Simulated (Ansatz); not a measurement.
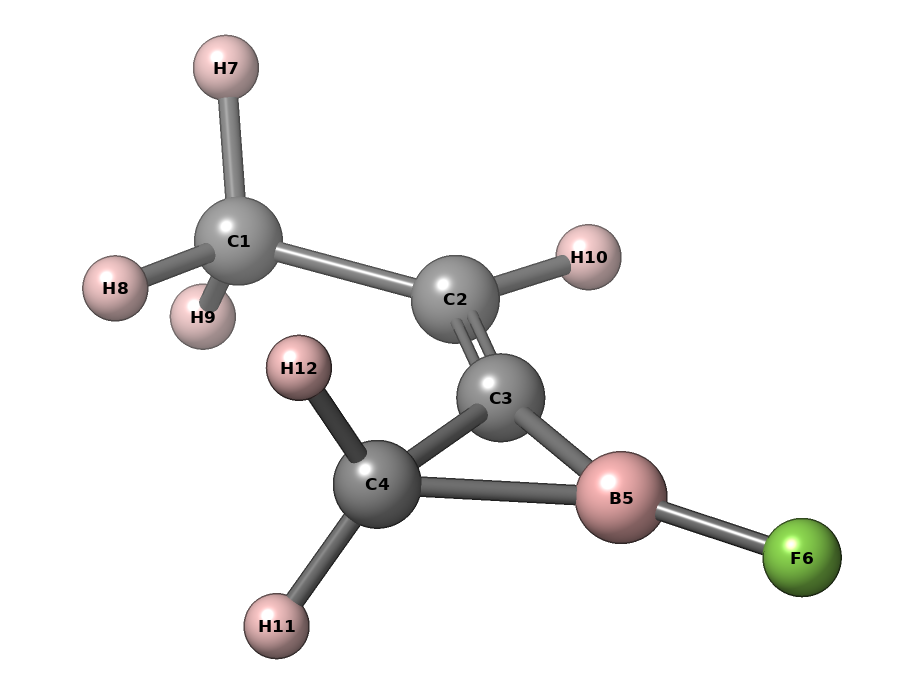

Depth is shown by fading: the farther an atom, the more it takes the colour of the background. Computed geometry: PBE-D4/def2-SVP optimisation. No frequency run is at hand to confirm it as a minimum.

Which atoms or bonds are stereogenic?

Double bonds: C2=C3.

What are the Cahn–Ingold–Prelog descriptors?

C2=C3: Z.

Write the isomeric SMILES.

C/C=C1\CB1F
